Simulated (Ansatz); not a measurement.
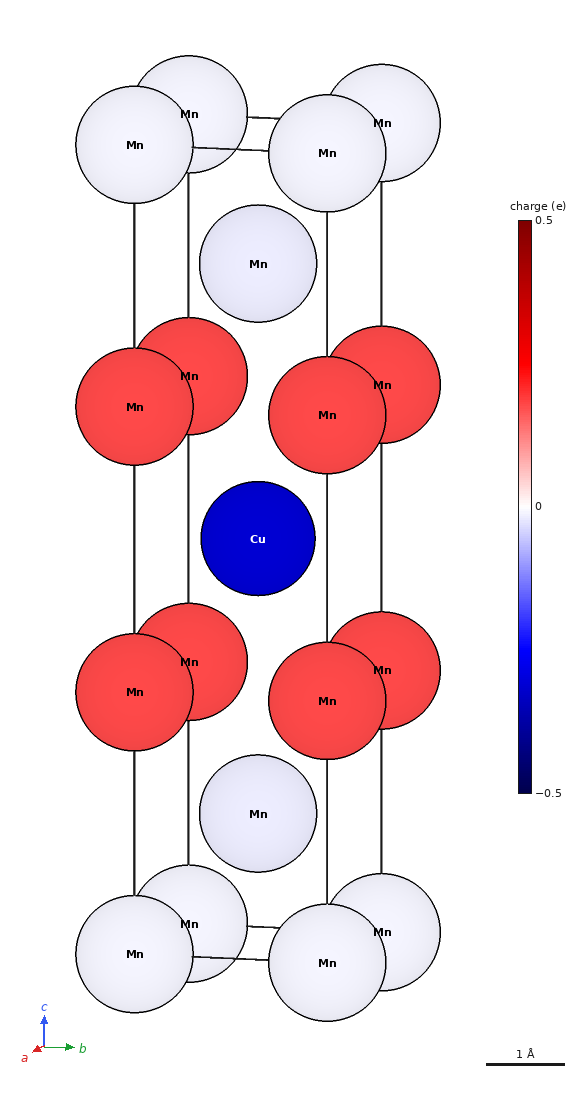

An orthographic spheres-only view of the structure, slightly off an axis. The outline marks the simulation cell. The atoms of this Mn5Cu cell are coloured by their Bader charge.

Theory: DFT PBE, scalar-relativistic, plane waves, PAW in Ansatz. Numerical settings: wavefunction cutoff 420 eV, k-grid 14×14×4, Gaussian smearing of 0.1 eV, collinear spins. The state is ferrimagnetic.

Q: Which way does the charge move?

A: Most positive: Mn; most negative: Cu. Charges: about Mn 0.0 to +0.2 e; Cu -0.3 e.

It derives from a structure type filled with these elements by a generator (whether the compound takes this form wasn't checked). Earlier steps of the study, as a rule a relaxation of our own, may have changed the cell and positions, so they can lie some per cent off the listed ones. It went into a calculation with Ansatz.
